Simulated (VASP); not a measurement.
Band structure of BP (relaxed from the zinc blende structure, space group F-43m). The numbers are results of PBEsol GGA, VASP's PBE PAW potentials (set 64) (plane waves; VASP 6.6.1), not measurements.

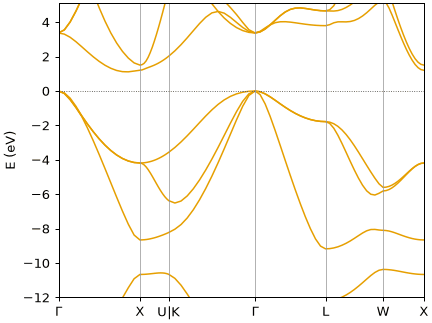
Bands along high-symmetry lines, zero at the valence-band maximum or, without a gap, the Fermi level

Read the plot: is there a gap, and where are the band edges?

The gap is indirect, 1.11 eV, from the valence maximum at Γ to the conduction minimum at Γ-X at 0.86. (Edges off the drawn lines would not show.)

The structure was generated: BP was put into the zinc blende type (F-43m), which need not be its known phase. It was relaxed first, which changed the volume by +8 %.
